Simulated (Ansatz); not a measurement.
# Correcting a cheap level on molecular compounds of Cd

The vertical ionisation energy (cation less neutral) in eV of 8 molecular compounds of Cd: x at HF/def2-TZVPP, y at CCSD(T)/def2-TZVPP. Shapes, held fixed at every level: PBE0-D4/def2-TZVP. Flexible molecules stand in one conformer, not always the lowest. Programs: Ansatz 0.2.0.

| molecule | x (eV) | y (eV) |
| --- | --- | --- |
| C3H9CdNS (SMILES C[S][Cd][N](C)C) | 6.07 | 7.48 |
| C4H10Cd (SMILES [CH3][Cd][CH](C)C) | 7.03 | 8.18 |
| C3H9CdNO (SMILES CC(C)[O][Cd][NH2]) | 7.49 | 9.05 |
| Cd(NH2)(OH) | 7.77 | 9.32 |
| Cd(NH2)Cl | 8.00 | 9.58 |
| Cd(OH)Cl | 9.08 | ? |
| Cd(OH)F | 9.25 | 11.03 |
| CdBrF (SMILES [F][Cd][Br]) | 10.06 | 11.03 |

Problem. Fit y = c + s·x to the known rows and predict y for Cd(OH)Cl.

Solution. 
1. Means of the 7 rows: x = 7.9529, y = 9.381.
2. Σ(Δx)² = 10.769, Σ(Δx·Δy) = 10.475, so the slope is 10.475/10.769 = 0.9727.
3. Intercept: 9.381 − (0.9727) × 7.9529 = 1.645. The largest residual of the fit is 0.40.
4. Cd(OH)Cl: 1.645 + 0.9727 × 9.08 = 10.48 eV.

CCSD(T)/def2-TZVPP gives 10.81 eV, so the prediction is off by -0.33 eV, within the largest residual. Uncorrected, HF/def2-TZVPP misses it by -1.73 eV, and the other rows by 1.43 on average. The line removes about 80 % of this miss. Left out in turn, the other rows are missed by 0.35 eV on average. Cations run unrestricted. For atoms past krypton def2 sets carry core potentials with scalar relativity. Relativity is left out for Br. Outer-core shells of Br, Cd are correlated, in sets that cover them unevenly.

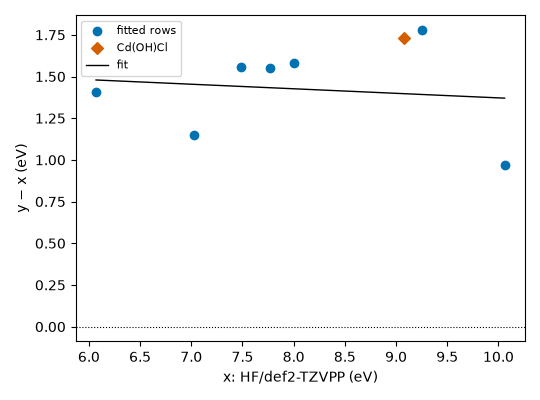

The correction y − x against x, with the fitted line and the withheld molecule.
